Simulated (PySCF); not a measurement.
**C2H11NSi3 (SMILES CN1[SiH2]C([SiH3])[SiH2]1): density, localisation and related maps**

| atom | x (Å) | y (Å) | z (Å) |
| --- | --- | --- | --- |
| C | 2.5336 | -0.4070 | -0.7054 |
| N | 1.2246 | -0.0708 | -0.2184 |
| Si | 0.1236 | 1.1589 | -0.7799 |
| C | -1.0116 | 0.5342 | 0.6325 |
| Si | -2.6958 | -0.1735 | 0.1685 |
| Si | 0.3638 | -0.6900 | 1.1645 |
| H | 3.2946 | 0.2830 | -0.3233 |
| H | 2.5555 | -0.3616 | -1.7958 |
| H | 2.8010 | -1.4161 | -0.3912 |
| H | -0.2902 | 0.9299 | -2.1665 |
| H | 0.6318 | 2.5293 | -0.6426 |
| H | -1.1741 | 1.3039 | 1.3871 |
| H | -3.3071 | -0.8191 | 1.3376 |
| H | -3.5855 | 0.9090 | -0.2733 |
| H | -2.5908 | -1.1608 | -0.9084 |
| H | 1.0155 | -0.4092 | 2.4499 |
| H | 0.1040 | -2.1280 | 1.0549 |

Geometry: GFN2-xTB.

Level of theory: PBE0/def2-SVPD, SCF density, gas phase (PySCF).

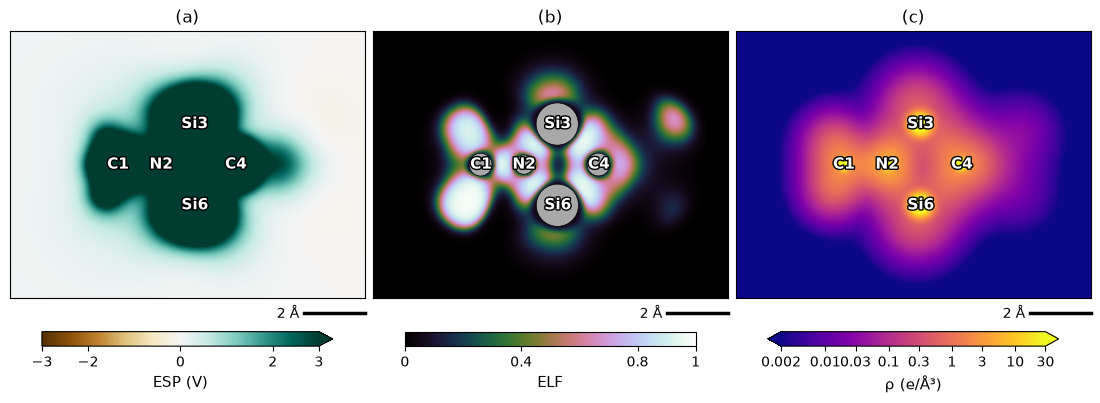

Figure 1. (a) electrostatic potential; (b) ELF; (c) total electron density on the plane of atoms C1, N2 and Si6. Grey discs cover the atomic cores in the ELF map.

> What do the fields say about this system?

- The section cuts through C, N and Si sites.
- C–N (1.44 Å): ρ at the midpoint is about 2 e/Å³; the ELF peaks at about 0.95 between the atoms (a shared electron pair).
- Si–N (1.74 Å): ρ at the midpoint is about 1 e/Å³; the ELF peaks at about 0.90 between the atoms: a shared but strongly polarised pair.
- The potential has no marked negative region in this plane.

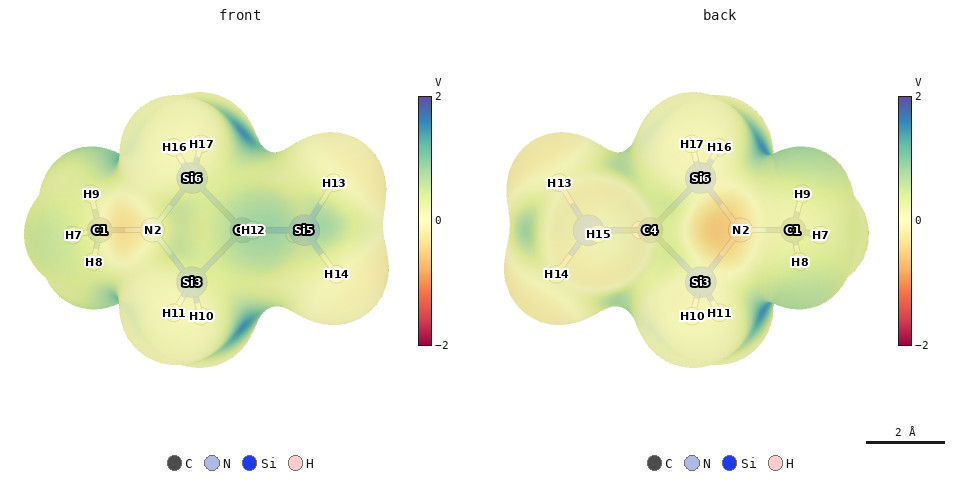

Figure 2. The electrostatic potential painted on the density surface at 0.002 e/bohr³, seen from the front and from behind; red is negative and blue positive.

> Where is the surface potential most negative and most positive?

The most negative region (about −0.5 V, or −12 kcal/mol for a unit charge) lies over N2, the most positive (about +1.5 V, or +35 kcal/mol for a unit charge) over Si3 and Si6.

> What dipole moment does the calculation give?

Its dipole moment is 1.03 D.
